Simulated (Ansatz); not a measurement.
# A computed series for GaP: alloy series

Start from GaP in the zinc blende structure (space group F-43m, No. 216; a = 5.438 Å).

The other end (x = 1) is GaAs in the zinc blende structure (space group F-43m, No. 216): 22.65 Å³/atom, gap 0.42 eV.

As replaces a fraction x of P; each row is one arrangement (x, atoms in the cell, starting space group or random), fully relaxed.

Calculations: PBEsol (Ansatz, an electronic-structure program), without spin-orbit coupling.

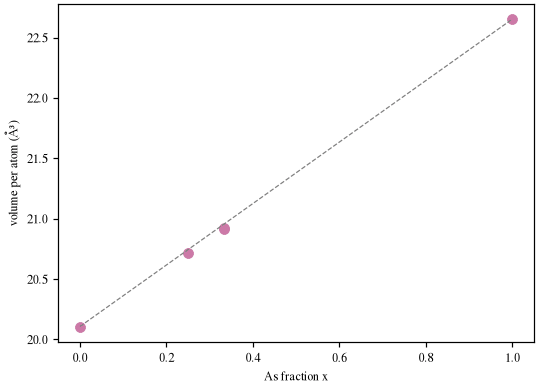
Figure. Volume per atom against As fraction x; the dashed line joins the ends

| As fraction x | volume per atom |
|---|---|
| x(As) = 0.25, 8 atoms, Amm2 | 20.71 Å³ |
| x(As) = 0.333, 6 atoms, P3m1 | 20.92 Å³ |
| x(As) = 0.333, 6 atoms, I-4m2 | 20.92 Å³ |

Each cell is one ordered arrangement of few atoms, which overstates ordering effects compared with a random alloy. Whether these cells are dynamically stable was not tested.
